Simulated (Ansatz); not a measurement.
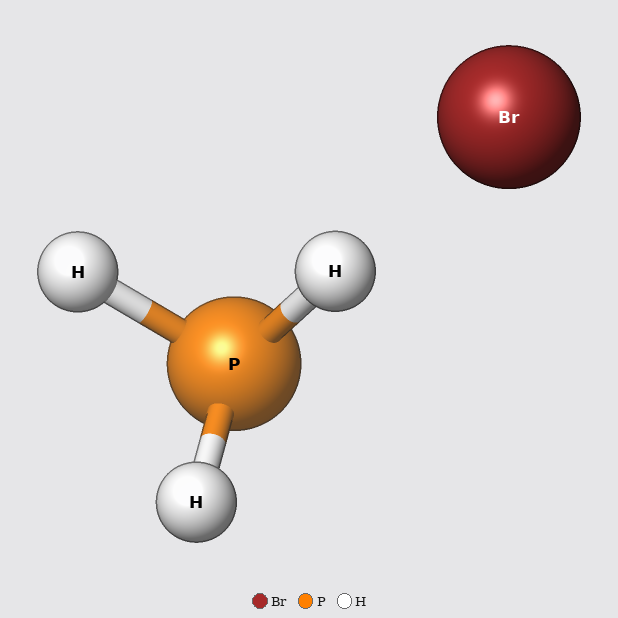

The picture shows the input geometry.

The calculation was set up as follows.

```yaml
crystal:
  periodic: [false, false, false]
  atoms:
    - {symbol: Br, position_ang: [0.143000, -0.362800, -2.752400]}
    - {symbol: P, position_ang: [-0.567500, 0.134700, 0.913100]}
    - {symbol: H, position_ang: [0.341600, -0.857400, 1.253300]}
    - {symbol: H, position_ang: [0.401800, 1.118800, 1.021900]}
    - {symbol: H, position_ang: [-0.319000, -0.033300, -0.435800]}
basis:
  gaussian: {orbitals: def2-SVPD}
total_charge: -1
hamiltonian: {xc: pbe, dispersion: d4}
relax: {f_tol: 0.03, max_steps: 250}
```

Command:

```sh
ansatz run in.yaml --threads 2 --pin off --events-out ev --progress --plain --max-ram 5222MiB
```

Output:

```
Functional definition: PBE
  name "PBE"
  cite "Perdew, Burke & Ernzerhof, Phys. Rev. Lett. 77, 3865 (1996) doi:10.1103/PhysRevLett.77.3865"
  parent pbe
  parameter kappa = 0.804
  parameter beta = 0.06672455060314922
  exchange = pbe_x(kappa = kappa, mu = beta*pi^2/3)
  correlation = pbe_c(beta = beta)
864 factors; their error is unknown
mean field evaluation 1: about -79359.2550 eV, gradient 1.6e1 eV
mean field evaluation 2: about -79359.2871 eV, gradient 1.4e1 eV
mean field evaluation 4: about -79359.6729 eV, gradient 4.1e-1 eV
mean field evaluation 8: about -79359.6428 eV, gradient 6.1e-2 eV
mean field -79359.64281355 eV, -2916.4130814999 hartree, gradient 7.2e-5 eV, S^2 0.000000; 0 other end points of the search recorded, 0 dependent functions left out
the calculation of the forces begins
reference -79359.64285181 eV, -2916.4130829061 hartree; 27, 27 occupied and 62, 62 virtual orbitals, 864 factors
relax step   1: F+E_penalty+E_count = -79359.71549660 eV  Δ(F+E_penalty+E_count) = +0.000e0 eV  max|allowed force component| = 1.748e0 eV/Å  Δτ_max = 0.0000 Å  (24 SCF iters, accepted)
these checks for a lower state are left out or cut short: starts, cluster_reference, orbital_swaps, neighbouring_geometries, increment
864 factors; their error is unknown
mean field evaluation 16: about -79359.7815 eV, gradient 7.4e0 eV
mean field -79359.77525736 eV, -2916.4179487204 hartree, gradient 8.4e-6 eV, S^2 0.000000; 0 other end points of the search recorded, 0 dependent functions left out
the calculation of the forces begins
reference -79359.77529622 eV, -2916.4179501483 hartree; 27, 27 occupied and 62, 62 virtual orbitals, 864 factors
relax step   2: F+E_penalty+E_count = -79359.84499114 eV  Δ(F+E_penalty+E_count) = -1.295e-1 eV  max|allowed force component| = 7.138e-1 eV/Å  Δτ_max = 0.0940 Å  (27 SCF iters, accepted)
these checks for a lower state are left out or cut short: starts, cluster_reference, orbital_swaps, neighbouring_geometries, increment
864 factors; their error is unknown
mean field -79359.79672724 eV, -2916.4187377238 hartree, gradient 2.7e-5 eV, S^2 0.000000; 0 other end points of the search recorded, 0 dependent functions left out
the calculation of the forces begins
reference -79359.79676640 eV, -2916.4187391629 hartree; 27, 27 occupied and 62, 62 virtual orbitals, 864 factors
relax step   3: F+E_penalty+E_count = -79359.86547926 eV  Δ(F+E_penalty+E_count) = -2.049e-2 eV  max|allowed force component| = 1.143e-1 eV/Å  Δτ_max = 0.0321 Å  (25 SCF iters, accepted)
these checks for a lower state are left out or cut short: starts, cluster_reference, orbital_swaps, neighbouring_geometries, increment
864 factors; their error is unknown
mean field evaluation 32: about -79359.7975 eV, gradient 6.0e-2 eV
mean field -79359.79754776 eV, -2916.4187678775 hartree, gradient 7.8e-6 eV, S^2 0.000000; 0 other end points of the search recorded, 0 dependent functions left out
the calculation of the forces begins
reference -79359.79758691 eV, -2916.4187693161 hartree; 27, 27 occupied and 62, 62 virtual orbitals, 864 factors
relax step   4: F+E_penalty+E_count = -79359.86662793 eV  Δ(F+E_penalty+E_count) = -1.149e-3 eV  max|allowed force component| = 5.454e-2 eV/Å  Δτ_max = 0.0200 Å  (27 SCF iters, accepted)
these checks for a lower state are left out or cut short: starts, cluster_reference, orbital_swaps, neighbouring_geometries, increment
864 factors; their error is unknown
mean field -79359.79755300 eV, -2916.4187680699 hartree, gradient 7.8e-6 eV, S^2 0.000000; 0 other end points of the search recorded, 0 dependent functions left out
the calculation of the forces begins
reference -79359.79759211 eV, -2916.4187695072 hartree; 27, 27 occupied and 62, 62 virtual orbitals, 864 factors
relax step   5: F+E_penalty+E_count = -79359.86709935 eV  Δ(F+E_penalty+E_count) = -4.714e-4 eV  max|allowed force component| = 5.808e-3 eV/Å  Δτ_max = 0.0169 Å  (27 SCF iters, accepted)
864 factors; their error is unknown
mean field -79359.79755300 eV, -2916.4187680699 hartree, gradient 7.5e-6 eV, S^2 0.000000; 1 other end points of the search recorded, 0 dependent functions left out
the calculation of the forces begins
reference -79359.79759211 eV, -2916.4187695072 hartree; 27, 27 occupied and 62, 62 virtual orbitals, 864 factors
Total energy: -79359.86713846 eV, -2916.4213252883 hartree
Atom 0 at     0.118687    -0.367573    -2.861027 Å, force    -0.001269     0.001079     0.005808 eV/Å
Atom 1 at    -0.581000     0.136877     0.929127 Å, force    -0.003424    -0.000070    -0.003003 eV/Å
Atom 2 at     0.344389    -0.887032     1.346524 Å, force     0.001827    -0.000317     0.001194 eV/Å
Atom 3 at     0.411952     1.170107     1.088921 Å, force     0.001863     0.000343     0.000582 eV/Å
Atom 4 at    -0.294129    -0.052378    -0.503444 Å, force     0.001003    -0.001035    -0.004581 eV/Å
Dipole moment:    -0.003638     0.081379     0.638728 e Å
```
